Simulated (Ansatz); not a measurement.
**Quasi-harmonic thermodynamics of Rh (Rhodium, Fm-3m)**

Aim: the lattice, expansion, heat capacity and bulk modulus of Rhodium as it warms.

Main program and level: Ansatz 0.2.0; DFT LDA, scalar-relativistic, plane waves, PAW, in the first sound run; inputs show where later runs differ.

The database entry behind the starting cell differs from later determinations by our own check (an axis about 0.2 % short against later determinations), so it need not match the best structure at ambient conditions.

### 1. The starting structure

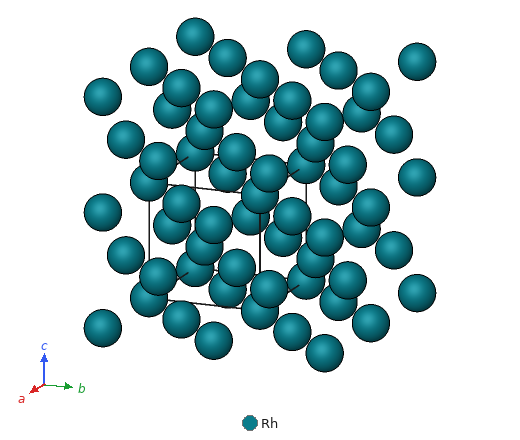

The starting structure, seen from a free direction (rhodium blue). 2×2×2 cells are drawn. This picture shows the conventional cell, with its axes. Some periodic images of atoms are drawn too.

### 2. A first coarse run

A cheap single point shows whether the cell is a metal or an insulator and how far it is from rest; that sets the k-mesh and the occupations of what follows.

Contents of input.yaml:

```yaml
crystal:
  lattice:
    - [0.0, 1.89785, 1.89785]
    - [1.89785, 0.0, 1.89785]
    - [1.89785, 1.89785, 0.0]
  atoms:
    - { symbol: Rh, position: [0.0, 0.0, 0.0] }
kpoints:
  mp_grid: { grid: [8, 8, 8] }
hamiltonian:
  xc: lda
scf:
  occupations: { method: gaussian, width: 0.1 }
output:
  forces: true
  stress: true
  eigenvalues: true
```

On the command line:

```bash
ansatz run input.yaml --threads 4 --pin off --max-ram 8192MiB --backend cpu --events-out ev --progress --plain --runs-dir out
```

Numbers of over 12 decimals in the logs are rounded to 6 here.

Log:

```text
Engine: ansatz 0.2.0, aarch64-unknown-linux-gnu
Pseudopotentials: kind: paw
Pseudopotential: Rh, paw, valence charge 17, recommended cutoff 420 eV (normal), Rh.paw.azcp
Functional definition: SPW92
  exchange = slater_x
  correlation = pw_c
Crystal: 1 atoms, lattice volume = 13.671 Å³
Basis set: ecut = 420 eV, 283 PW (Γ)
Bands: 13, of which v1, the nominal top of the filled ones, is band 9 counted from 1 (8 counted from 0)
Symmetry: 48 space group operations
Space group: Fm-3m (ITA 225), of the structure as read, at distance tolerance 2.4e-5 Å
k-points: 29 of 512
Non-local potential: Rh, projectors of the file, l = 0: 3, l = 1: 2, l = 2: 2, l = 3: 1
PAW form: soft (Blöchl's): semilocal exchange-correlation on the pseudo side does not see the compensation charge
PAW frozen core: Rh, regenerated for the run's functional, and the local potential with it (the file was generated under x = pbe(κ = 0.804, μ = 0.219515), c = pbe(β = 0.066725))
PAW one-centre angular grid: Rh, 590 points (default); XC on 64 Gauss nodes
Initial density: superposition of atomic densities (neutral atoms: chi_scale 0, normalization atom), corrected by the library's trained network
Initial wavefunctions: pseudopotential atomic-orbital guess
Functional: x = slater, c = lda
SCF iter   1: F=—  HF=-6278.604592 eV  |F-HF|=—  |Δ(HF+E_count)|=         —  Δρ=9.62e-3  dr2=4.70e-3  ethr=1.77e-3  ⟨swp⟩=4.8  Hψ=2027  notcnv=0
preconditioner: auto → none  [metal: Δε(μ)=0.099 eV  Ē_g=14.056 eV  σ=0.100 eV  W_gap=0.49  n_scr=0 (ndim 8)  ℏωp=30.1 eV  f_vac=0.000  D(μ)=1.97/eV (n_scr^D=26)]
SCF iter   2: F=—  HF=-6278.603557 eV  |F-HF|=—  |Δ(HF+E_count)|=   1.03e-3  Δρ=4.42e-3  dr2=6.79e-4  ethr=2.76e-5  ⟨swp⟩=2.4  Hψ=763  notcnv=0
SCF iter   3: F=—  HF=-6278.603438 eV  |F-HF|=—  |Δ(HF+E_count)|=   1.19e-4  Δρ=2.28e-3  dr2=1.06e-4  ethr=4.00e-6  ⟨swp⟩=2.7  Hψ=581  notcnv=0
SCF iter   4: F=—  HF=-6278.603430 eV  |F-HF|=—  |Δ(HF+E_count)|=   8.29e-6  Δρ=3.68e-4  dr2=2.67e-6  ethr=6.24e-7  ⟨swp⟩=1.0  Hψ=367  notcnv=0
SCF iter   5: F=—  HF=-6278.603428 eV  |F-HF|=—  |Δ(HF+E_count)|=   2.34e-6  Δρ=3.49e-5  dr2=4.11e-8  ethr=1.57e-8  ⟨swp⟩=2.0  Hψ=394  notcnv=0
SCF iter   6: F=-6278.603428 eV  HF=-6278.603428 eV  |F-HF|=2.00e-11  |Δ(HF+E_count)|=   6.45e-9  Δρ=3.37e-6  dr2=3.14e-10  ethr=2.42e-10  ⟨swp⟩=3.2  Hψ=1407  notcnv=0
SCF 1 converged in 6 iterations: F = -6278.603428 eV  dr2 = 3.14e-10
  greatest PAW one-centre occupation: 1.000 electrons in one spin orbital (limit 2), on the Rh atom at site 0 (counted from 0), in its partial waves of l = 0
SCF converged after 6 iterations
Free energy (F): -6278.603428 eV
Harris-Foulkes:  -6278.603428 eV  (|F-HF|=2.00e-11)
Internal energy: -6278.593408 eV  (E = F + TS)
E sigma→0 (E₀):  -6278.598418 eV
Entropy (-TS):   -0.010019 eV (-10.019 meV/atom)
Fermi energy:    22.267507 eV
--- Per-component energies (eV) ---
  E_band       = -87.233876
  E_kinetic    = 573.713454
  E_local      = -1561.816538  (includes V_loc(G=0)·N_el)
  E_nonlocal   = 360.415592
  E_hartree    = 546.434883
  E_xc         = -220.710247
  E_vxc        = -278.283280  (∫ρ·V_xc dr)
  E_paw        = -3463.897571  (= ΣΔE_a)
  E_vpaw       = -274.134360  (= ΣTr[D̂ρ^β])
  E_aug_tail   = 0.000736  (compensation charges beyond the density's cutoff)
  E_ewald      = -2513.356200
  E_core_change = 0.622482  (= ΣΔE_core)
  E_smearing   = -0.010019  (= −TS)
  E_closure    = 0.000000  (closes the sum)
  Σ components = -6278.603428   (vs F -6278.603428, Δ=0.00e0)
--- Forces (eV/Å), atoms counted from 1 ---
  atom   1  Rh     0.00000000    -0.00000000     0.00000000
  max |Σ_I F_I| component: 1.97e-31 eV/Å
--- Stress (GPa, compression-positive) ---
       -8.854458       0.000000      -0.000000
        0.000000      -8.854458      -0.000000
        0.000000      -0.000000      -8.854458
  P = ⅓ Tr σ = -8.8545 GPa (-88.545 kbar)
--- Band table (eV; the first three rows and the last of 29) ---
  k-point 0: bands = [... 5 lower, 19.1108, 19.1108, 19.1108, 21.2669, 21.2669, 38.0011, 43.3210, 43.3210]
  k-point 1: bands = [... 5 lower, 18.8741, 19.3300, 19.3300, 21.1651, 21.1651, 38.8234, 40.9193, 44.2198]
  k-point 2: bands = [... 5 lower, 18.9721, 19.4864, 19.4864, 21.4248, 21.4248, 37.2627, 39.6163, 46.3750]
  k-point 28: bands = [... 5 lower, 18.3787, 18.3787, 21.0415, 23.2596, 31.8355, 31.8355, 33.3602, 34.9745]
```

The job ended after 1.8 s (4 threads of Arm Neoverse V1, shared host; peak memory 0.24 GiB).

This step gave:

```
pressure          : -8.854 GPa
volume per atom   : 13.67 Å³
gap on the k-mesh : 0 eV
```

The start is under -8.9 GPa at this level and looks like a metal on this mesh.

### 3. A loose first relaxation

The start is far from rest, so a relaxation with loose thresholds first brings it near the minimum.

input.yaml, as its differences from that of step 2:

```diff
@@ -17 +17,6 @@
   eigenvalues: true
+relax:
+  adjacent_minimum: "off"
+  f_tol: 0.05
+  max_steps: 80
+  cell: { stress_tol: 0.5 }
```

Log:

```text
[...]
Crystal: 1 atoms, lattice volume = 13.671 Å³
Basis set: ecut = 420 eV, 283 PW (Γ)
Bands: 13, of which v1, the nominal top of the filled ones, is band 9 counted from 1 (8 counted from 0)
Symmetry: 48 space group operations
[...]
k-points: 29 of 512
[...]
SCF iter   1: F=—  HF=-6278.604592 eV  |F-HF|=—  |Δ(HF+E_count)|=         —  Δρ=9.62e-3  dr2=4.70e-3  ethr=1.77e-3  ⟨swp⟩=4.8  Hψ=2027  notcnv=0
[...]
SCF iter   6: F=-6278.603428 eV  HF=-6278.603428 eV  |F-HF|=2.00e-11  |Δ(HF+E_count)|=   6.45e-9  Δρ=3.37e-6  dr2=3.14e-10  ethr=2.42e-10  ⟨swp⟩=3.2  Hψ=1407  notcnv=0
SCF 1 converged in 6 iterations: F = -6278.603428 eV  dr2 = 3.14e-10
[...]
relax step   1: F+E_penalty+E_count = -6278.60342754 eV  Δ(F+E_penalty+E_count) = +0.000e0 eV  max|allowed force component| = 0.000e0 eV/Å  Δτ_max = 0.0000 Å  P = -8.854 GPa  Ω = 13.671 Å³  (6 SCF iters, dr2 threshold 1.00e-7 eV, accepted)
Crystal: 1 atoms, lattice volume = 12.912 Å³
Basis set: ecut = 420 eV, 259 PW (Γ)
[...]
iter 1 solved again at ethr=1.63e-5 eV; its pass at ethr=3.10e-3 eV (dr2=2.78e-3 eV) is discarded
[...]
SCF iter   5: F=-6278.606032 eV  HF=-6278.606032 eV  |F-HF|=2.75e-9  |Δ(HF+E_count)|=   4.13e-7  Δρ=1.47e-5  dr2=5.75e-9  ethr=5.88e-10  ⟨swp⟩=5.2  Hψ=1826  notcnv=0
SCF 2 converged in 5 iterations: F = -6278.606032 eV  dr2 = 5.75e-9
relax step   2: F+E_penalty+E_count = -6278.60603211 eV  Δ(F+E_penalty+E_count) = -2.605e-3 eV  max|allowed force component| = 0.000e0 eV/Å  Δτ_max = 0.0000 Å  P = +8.986 GPa  Ω = 12.912 Å³  energy of the carried Pulay correction = +4.855e-4 eV  (5 SCF iters, dr2 threshold 1.00e-7 eV, accepted)
Crystal: 1 atoms, lattice volume = 13.284 Å³
[...]
SCF iter   5: F=-6278.615307 eV  HF=-6278.615307 eV  |F-HF|=1.09e-9  |Δ(HF+E_count)|=   1.17e-7  Δρ=9.33e-6  dr2=2.59e-9  ethr=5.88e-10  ⟨swp⟩=4.2  Hψ=1176  notcnv=0
SCF 3 converged in 5 iterations: F = -6278.615307 eV  dr2 = 2.59e-9
relax step   3: F+E_penalty+E_count = -6278.61530663 eV  Δ(F+E_penalty+E_count) = -9.275e-3 eV  max|allowed force component| = 0.000e0 eV/Å  Δτ_max = 0.0000 Å  P = -0.515 GPa  Ω = 13.284 Å³  energy of the carried Pulay correction = +2.445e-4 eV  (5 SCF iters, dr2 threshold 1.00e-7 eV, accepted)
[...]
relax step   4: F+E_penalty+E_count = -6278.61535485 eV  Δ(F+E_penalty+E_count) = -4.822e-5 eV  max|allowed force component| = 0.000e0 eV/Å  Δτ_max = 0.0000 Å  P = -0.027 GPa  Ω = 13.263 Å³  energy of the carried Pulay correction = +2.577e-4 eV  (3 SCF iters, dr2 threshold 1.00e-7 eV, accepted)
[...]
SCF iter   4: F=-6278.615159 eV  HF=-6278.615159 eV  |F-HF|=2.73e-12  |Δ(HF+E_count)|=   1.43e-9  Δρ=9.19e-7  dr2=2.68e-11  ethr=5.88e-12  ⟨swp⟩=2.6  Hψ=1365  notcnv=0
SCF 5 converged in 4 iterations: F = -6278.615159 eV  dr2 = 2.68e-11
relax step   5: F+E_penalty+E_count = -6278.61515881 eV  Δ(F+E_penalty+E_count) = +1.960e-4 eV  max|allowed force component| = 0.000e0 eV/Å  Δτ_max = 0.0000 Å  P = -0.047 GPa  Ω = 13.263 Å³  stress off target by 4.67e-2 GPa  SCF on the basis re-selected at this cell (its energy is not comparable with the rows above)  (4 SCF iters)
basis re-selected at this cell: Δ(F+E_penalty+E_count) = +1.960e-4 eV, ΔP = -0.020 GPa vs the last step (what re-selecting the basis moved, of the pressure what is left beyond the Pulay correction that the steps carried, after the strain that the cell walked since its last selection, with what the two solves' SCF thresholds leave and, on support functions, any second-order correction that the steps lacked; it is no measure of the basis error at this ecutwfc). This SCF's stress stands 4.67e-2 GPa from its target on what of the cell is left free (relax.cell.stress_tol is 5.00e-1 GPa) and its largest allowed force component is 0.00e0 eV/Å (relax.f_tol is 5.00e-2 eV/Å): [rest of the remark cut]
SCF converged after 4 iterations
Free energy (F): -6278.615159 eV
[...]
Internal energy: -6278.605850 eV  (E = F + TS)
E sigma→0 (E₀):  -6278.610505 eV
Entropy (-TS):   -0.009309 eV (-9.309 meV/atom)
Fermi energy:    23.161064 eV
[...]
--- Stress (GPa, compression-positive) ---
       -0.046691      -0.000000      -0.000000
       -0.000000      -0.046691      -0.000000
       -0.000000      -0.000000      -0.046691
  P = ⅓ Tr σ = -0.0467 GPa (-0.467 kbar)
--- Band table (eV; the first three rows and the last of 29) ---
  k-point 0: bands = [... 5 lower, 19.8530, 19.8530, 19.8530, 22.1136, 22.1136, 38.8520, 44.3384, 44.3384]
  k-point 1: bands = [... 5 lower, 19.6042, 20.0818, 20.0818, 22.0046, 22.0046, 39.7287, 41.9304, 45.2804]
  k-point 2: bands = [... 5 lower, 19.7216, 20.2438, 20.2438, 22.2749, 22.2749, 38.3546, 40.6091, 47.6091]
  k-point 28: bands = [... 5 lower, 19.0947, 19.0947, 21.8667, 24.2094, 32.9584, 32.9584, 34.5452, 36.1645]
--- Relaxed structure (4 steps of the walk, 4 accepted, 1 SCFs on fresh bases) ---
  F+E_penalty+E_count = -6278.61515881 eV   max|allowed force component| = 0.000e0 eV/Å   (the final SCF, on the basis selected at the relaxed cell)
  cell:  # Å, volume = 13.2631 Å³
    - [0, 1.878760, 1.878760]
    - [1.878760, 0, 1.878760]
    - [1.878760, 1.878760, 0]
  atoms:
    - { symbol: Rh, position: [0.0, 0.0, 0.0] }
```

Run time: 1.9 s. Hardware: 4 threads; peak memory 0.25 GiB.

The steps of the relaxation:

| step | energy less that of the first step (eV) | largest force component (eV/Å) | pressure (GPa) | volume (Å³) |
| --- | --- | --- | --- | --- |
| 1 | 0.0000 | 0.0000 | -8.85 | 13.67 |
| 2 | -0.0026 | 0.0000 | 8.99 | 12.91 |
| 3 | -0.0119 | 0.0000 | -0.51 | 13.28 |
| 4 | -0.0119 | 0.0000 | -0.03 | 13.26 |
| 5* | -0.0117 | 0.0000 | -0.05 | 13.26 |

Relaxation steps marked * repeat the geometry before them on a plane-wave basis chosen anew for their cell, so energy and pressure can jump there.

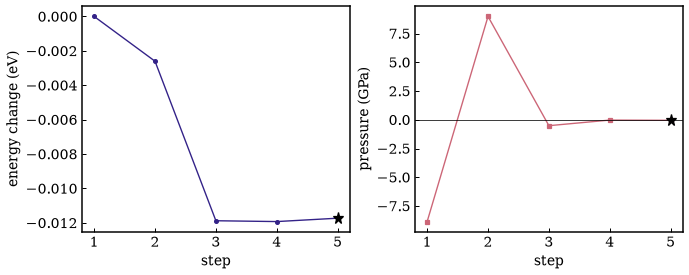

Energy and pressure along the relaxation. Stars mark steps on a basis chosen anew.

| conventional cell, symmetrised | before | after | change |
| --- | --- | --- | --- |
| a (Å) | 3.796 | 3.758 | -1.0 % |
| b (Å) | 3.796 | 3.758 | -1.0 % |
| c (Å) | 3.796 | 3.758 | -1.0 % |
| volume (Å³/atom) | 13.67 | 13.26 | -3.0 % |

Final coordinates:

```xyz
1
Lattice="0.0000 1.8788 1.8788 1.8788 0.0000 1.8788 1.8788 1.8788 0.0000" Properties=species:S:1:pos:R:3 pbc="T T T"
Rh    0.0000    0.0000    0.0000
```

Numbers from this step:

* pressure: -0.04669 GPa
* volume per atom: 13.26 Å³

The relaxation ends with a pressure of -0.05 GPa.

### 4. Finding the static equilibrium

Phonons are second derivatives about a minimum, so cell and atoms are relaxed first, inside the symmetry of the start.

Contents of input.yaml:

```yaml
crystal:
  lattice:
    - [0.0, 1.8787596547, 1.8787596547]
    - [1.8787596547, 0.0, 1.8787596547]
    - [1.8787596547, 1.8787596547, 0.0]
  atoms:
    - { symbol: Rh, position: [0.0, 0.0, 0.0] }
kpoints:
  mp_grid: { grid: [20, 20, 20] }
hamiltonian:
  xc: lda
scf:
  occupations: { method: gaussian, width: 0.1 }
output:
  forces: true
  stress: true
  eigenvalues: true
  write_density: true
  write_potential: true
  elf: true
  volumetric_format: npy
relax:
  adjacent_minimum: "off"
  f_tol: 0.005
  max_steps: 80
  cell: { stress_tol: 0.05 }
```

Log:

```text
[...]
Crystal: 1 atoms, lattice volume = 13.263 Å³
Basis set: ecut = 420 eV, 259 PW (Γ)
Bands: 13, of which v1, the nominal top of the filled ones, is band 9 counted from 1 (8 counted from 0)
Symmetry: 48 space group operations
[...]
k-points: 256 of 8000
[...]
SCF iter   1: F=—  HF=-6278.655012 eV  |F-HF|=—  |Δ(HF+E_count)|=         —  Δρ=1.04e-2  dr2=8.14e-3  ethr=1.77e-3  ⟨swp⟩=4.7  Hψ=18134  notcnv=0
[...]
SCF iter   6: F=-6278.652633 eV  HF=-6278.652633 eV  |F-HF|=4.03e-10  |Δ(HF+E_count)|=   1.86e-8  Δρ=5.57e-6  dr2=7.30e-10  ethr=3.15e-10  ⟨swp⟩=6.5  Hψ=18184  notcnv=0
SCF 1 converged in 6 iterations: F = -6278.652633 eV  dr2 = 7.30e-10
[...]
relax step   1: F+E_penalty+E_count = -6278.65263295 eV  Δ(F+E_penalty+E_count) = +0.000e0 eV  max|allowed force component| = 0.000e0 eV/Å  Δτ_max = 0.0000 Å  P = -0.971 GPa  Ω = 13.263 Å³  (6 SCF iters, dr2 threshold 1.00e-7 eV, accepted)
Crystal: 1 atoms, lattice volume = 13.191 Å³
[...]
SCF iter   4: F=-6278.652728 eV  HF=-6278.652728 eV  |F-HF|=2.78e-9  |Δ(HF+E_count)|=   4.43e-9  Δρ=1.37e-5  dr2=6.00e-9  ethr=5.88e-10  ⟨swp⟩=7.0  Hψ=16472  notcnv=0
SCF 2 converged in 4 iterations: F = -6278.652728 eV  dr2 = 6.00e-9
relax step   2: F+E_penalty+E_count = -6278.65272791 eV  Δ(F+E_penalty+E_count) = -9.496e-5 eV  max|allowed force component| = 0.000e0 eV/Å  Δτ_max = 0.0000 Å  P = +0.760 GPa  Ω = 13.191 Å³  energy of the carried Pulay correction = +4.531e-5 eV  (4 SCF iters, dr2 threshold 1.00e-7 eV, accepted)
Crystal: 1 atoms, lattice volume = 13.223 Å³
[...]
SCF iter   3: F=-6278.652782 eV  HF=-6278.652782 eV  |F-HF|=7.11e-9  |Δ(HF+E_count)|=   1.40e-7  Δρ=4.38e-5  dr2=7.96e-8  ethr=5.88e-10  ⟨swp⟩=8.2  Hψ=21326  notcnv=0
SCF 3 converged in 3 iterations: F = -6278.652782 eV  dr2 = 7.96e-8
relax step   3: F+E_penalty+E_count = -6278.65278214 eV  Δ(F+E_penalty+E_count) = -5.424e-5 eV  max|allowed force component| = 0.000e0 eV/Å  Δτ_max = 0.0000 Å  P = -0.005 GPa  Ω = 13.223 Å³  energy of the carried Pulay correction = +2.545e-5 eV  (3 SCF iters, dr2 threshold 1.00e-7 eV, accepted)
[...]
SCF iter   5: F=-6278.652761 eV  HF=-6278.652761 eV  |F-HF|=1.82e-12  |Δ(HF+E_count)|=  1.27e-11  Δρ=8.17e-8  dr2=2.92e-13  ethr=1.00e-12  ⟨swp⟩=5.0  Hψ=11883  notcnv=0
SCF 4 converged in 5 iterations: F = -6278.652761 eV  dr2 = 2.92e-13
relax step   4: F+E_penalty+E_count = -6278.65276120 eV  Δ(F+E_penalty+E_count) = +2.094e-5 eV  max|allowed force component| = 0.000e0 eV/Å  Δτ_max = 0.0000 Å  P = -0.007 GPa  Ω = 13.223 Å³  stress off target by 6.73e-3 GPa  SCF on the basis re-selected at this cell (its energy is not comparable with the rows above)  (5 SCF iters)
[...]
SCF converged after 5 iterations
Free energy (F): -6278.652761 eV
[...]
Internal energy: -6278.647315 eV  (E = F + TS)
E sigma→0 (E₀):  -6278.650038 eV
Entropy (-TS):   -0.005446 eV (-5.446 meV/atom)
Fermi energy:    23.216690 eV
[...]
--- Stress (GPa, compression-positive) ---
       -0.006734      -0.000000      -0.000000
       -0.000000      -0.006734      -0.000000
       -0.000000      -0.000000      -0.006734
  P = ⅓ Tr σ = -0.0067 GPa (-0.067 kbar)
--- Band table (eV; the first three rows and the last of 256) ---
  k-point 0: bands = [... 5 lower, 19.9107, 19.9107, 19.9107, 22.1682, 22.1682, 38.9478, 44.4378, 44.4378]
  k-point 1: bands = [... 5 lower, 19.8622, 19.9532, 19.9532, 22.1435, 22.1435, 39.1052, 43.9037, 44.5931]
  k-point 2: bands = [... 5 lower, 19.7365, 20.0679, 20.0679, 22.0857, 22.0857, 39.5405, 42.7127, 45.0506]
  k-point 255: bands = [... 5 lower, 19.1546, 19.1546, 21.9221, 24.2821, 33.0659, 33.0659, 34.6575, 36.2673]
--- Relaxed structure (3 steps of the walk, 3 accepted, 1 SCFs on fresh bases) ---
[...]
cell:  # Å, volume = 13.2225 Å³
    - [0, 1.876845, 1.876845]
    - [1.876845, 0, 1.876845]
    - [1.876845, 1.876845, 0]
  atoms:
    - { symbol: Rh, position: [0.0, 0.0, 0.0] }
```

Elapsed: 5.1 s, on 4 threads; peak memory 0.33 GiB.

Relaxation path:

| step | energy less that of the first step (eV) | largest force component (eV/Å) | pressure (GPa) | volume (Å³) |
| --- | --- | --- | --- | --- |
| 1 | 0.0000 | 0.0000 | -0.97 | 13.26 |
| 2 | -0.0001 | 0.0000 | 0.76 | 13.19 |
| 3 | -0.0001 | 0.0000 | -0.01 | 13.22 |
| 4* | -0.0001 | 0.0000 | -0.01 | 13.22 |

Relaxation steps marked * repeat the geometry before them on a plane-wave basis chosen anew for their cell, so energy and pressure can jump there.

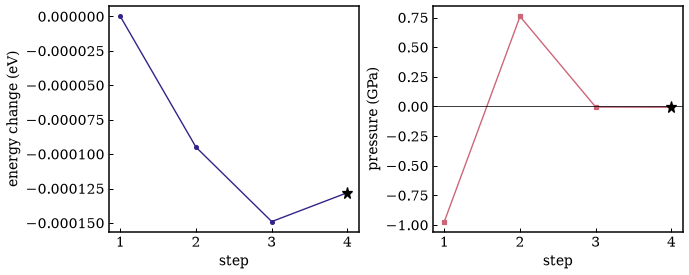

Energy and pressure along the relaxation. Stars mark steps on a basis chosen anew.

| conventional cell, symmetrised | before | after | change |
| --- | --- | --- | --- |
| a (Å) | 3.758 | 3.754 | -0.1 % |
| b (Å) | 3.758 | 3.754 | -0.1 % |
| c (Å) | 3.758 | 3.754 | -0.1 % |
| volume (Å³/atom) | 13.26 | 13.22 | -0.3 % |

The relaxed structure:

```cif
data_structure
_symmetry_space_group_name_H-M 'P 1'
_symmetry_Int_Tables_number 1
_cell_length_a 2.6543
_cell_length_b 2.6543
_cell_length_c 2.6543
_cell_angle_alpha 60.000
_cell_angle_beta 60.000
_cell_angle_gamma 60.000
_cell_volume 13.22
loop_
_atom_site_label
_atom_site_type_symbol
_atom_site_fract_x
_atom_site_fract_y
_atom_site_fract_z
_atom_site_occupancy
Rh1 Rh 0.00000 0.00000 0.00000 1
```

Numbers from this step:

```yaml
pressure: -0.006734 GPa
volume_per_atom: 13.22 Å³
```

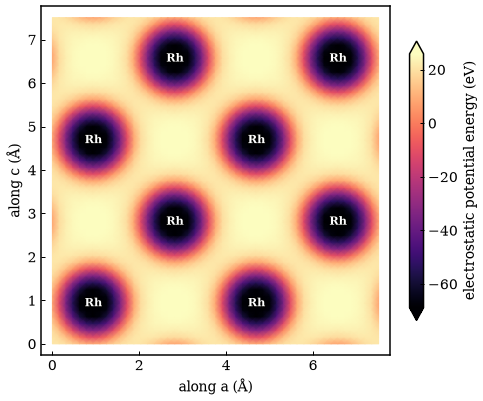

Electrostatic potential energy in the ac plane of the conventional cell at fractional y = 0.000, with atoms of Rh within 0.2 Å of it. With pseudopotentials it is smooth inside the atoms' cores, unlike the true potential. The map starts off the cell's origin, so that atoms lie inside it.

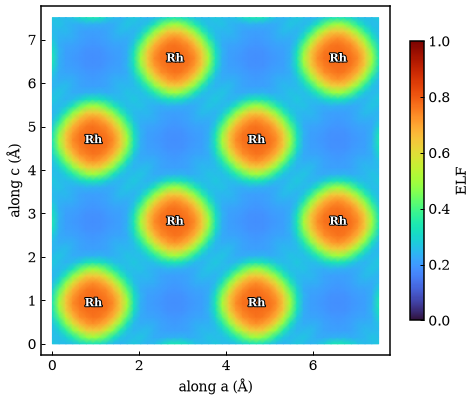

ELF in the ac plane of the conventional cell at fractional y = 0.000, with atoms of Rh within 0.2 Å of it. It is the smooth field of the valence electrons, not physical close to the nuclei. The map starts off the cell's origin, so that atoms lie inside it.

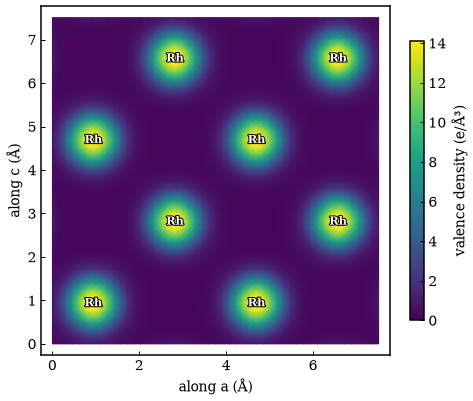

Valence density in the ac plane of the conventional cell at fractional y = 0.000, with atoms of Rh within 0.2 Å of it. It is the smooth field of the valence electrons, not physical close to the nuclei. The map starts off the cell's origin, so that atoms lie inside it.

The cell shrank by 0.3 % in volume.

(Continued in part 2 of 4.)

[Logs are printed without paths, hosts, clocks, repeated set-up lines and the standing remarks that a program may print on its own settings, such as how far it seeks lower states.]

[Hosts, paths, dates, database ids (printed as entryN), source tags and the programs' standing remarks are cut or masked in the printed files.]

[A step with changed settings may run another functional than the one named; its input shows which.]
